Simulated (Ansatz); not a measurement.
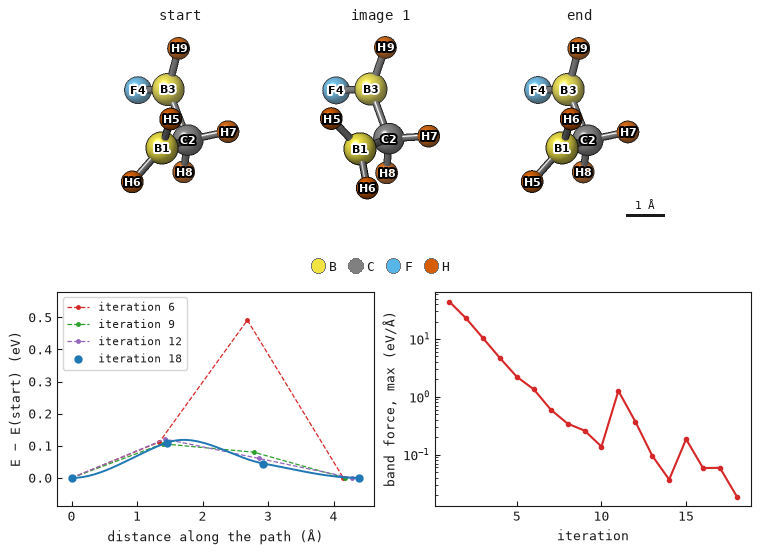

A search for the minimum-energy path of CH₅B₂F by the nudged elastic band. Images are numbered from 0 (start) to 3 (end). The plot follows the band through its iterations. A ball-and-stick model, seen from a free direction.

These are results of RKS PBE0-D4/def2-SVP in Ansatz, not measurements. Run with 2 movable images; no climbing image; force threshold 0.03 eV/Å; iteration limit 60; starting path through a guess of the saddle point.

How did the profile develop, and is the result final?

The run is converged, with reservations. The band converged in 18 iterations. The largest component of the band force went from 44 to 0.019 eV/Å. No image climbed, so the highest image needn't lie on the saddle point, and the true maximum along this path can be higher. So few images resolve the path coarsely. The first iteration put the highest image at 14.459 eV. The barrier is about 0.110 eV in both directions, with image 1 at the top; the ends have the same energy.
